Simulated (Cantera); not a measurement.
Charge: 1 mol Si3N4, 0.12 mol N2O, 360 mol N2, equilibrated at 100 Torr.

Method: chemical equilibrium by Gibbs-energy minimisation in Cantera with the NASA 1993 tables (ideal gas, pure condensed phases). Candidate condensed phases: Si, SiO2, Si2N2O, Si3N4; 16 gas species. Mutual solubility and eutectic melting of coexisting phases are not modelled. The tables' values for SiN are old estimates; treat these amounts as uncertain. Kinetics and transport are ignored.

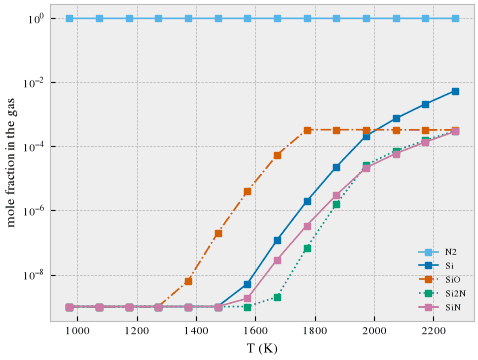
Fig. 1. Equilibrium gas composition (values under 1e-9 drawn at 1e-9)

From 973 K to 1673 K the condensed part is Si2N2O(s) + Si3N4(s). From 1773 K to 1973 K the condensed part is Si3N4(s). From 2073 K to 2273 K the condensed part is Si(l).
